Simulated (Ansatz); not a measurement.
Profile along the W–C line in WC (WC type, space group P-6m2)

WC (WC type, space group P-6m2)

```xyz
2
Lattice="2.8985 0.0000 0.0000 -1.4492 2.5102 0.0000 0.0000 0.0000 2.8277" Properties=species:S:1:pos:R:3 pbc="T T T"
W      0.0000     0.0000     0.0000
C      1.4492     0.8367     1.4139
```

Fields along a shortest W–C line of a (-1 2 -1 0) plane (2.19 Å), from W to C, interpolated on the slice's grid (step about 0.2 Å). Method: PBEsol (plane waves to 420 eV, PAW, scalar-relativistic; Ansatz, a first-principles code). k mesh 18×18×16. Inside the PAW spheres the values are not all-electron values, and peaks at nuclei hang on which shells count as valence. Spin-orbit coupling is left out, though W is heavy. WC is run without spin polarisation. WC was relaxed with its symmetry unable to fall.

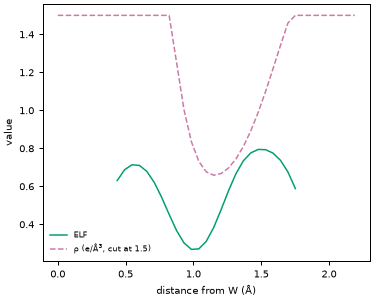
Figure: ELF (away from the nuclei) and valence density from W to C.

Density on the W–C line (2.19 Å) at its density minimum, 1.1 Å from W: 0.66 e/Å³. ELF at that point: 0.4.
